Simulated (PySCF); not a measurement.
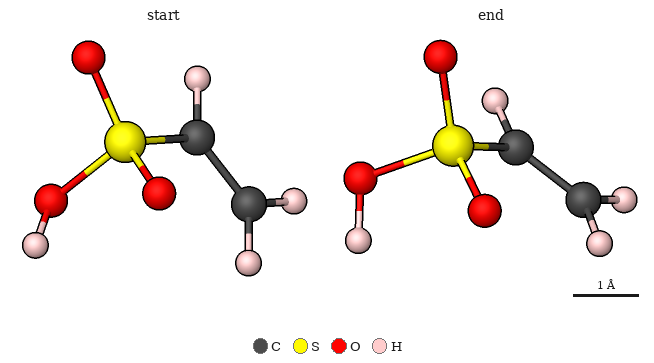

The structure of C₂H₄O₃S before (left) and after (right) a relaxation, at one scale.

A ball-and-stick model, seen from a free direction.

The start comes from MMFF94s.

All numbers below come from PBE0-D3(BJ)/def2-SVP geometry optimisation, gas phase (PySCF 2.14.0, density-fitted response routines). 

**Describe what moved and what it gained.**

The energy falls by 16.3 kJ/mol in 15 geometry steps. The atom that moves furthest after the best rigid fit is an H atom (0.63 Å). Largest moves by element: H 0.63 Å, O 0.47 Å, C 0.22 Å, S 0.08 Å. Some distances before and after: C–S 1.729 → 1.761 Å, C–H 1.081 → 1.093 Å, C–C 1.340 → 1.329 Å, O–S 1.612 → 1.623 Å. Among the angles between lasting bonds that change: C–C–H 122.3° → 125.9°, S–C–H 116.8° → 113.7°, O–S–O 105.1° → 107.5°. Groups turn about O–S by about 40°, C–S by about 35°. The run took 66 s on 1 thread of Arm Neoverse V1, on a shared host.
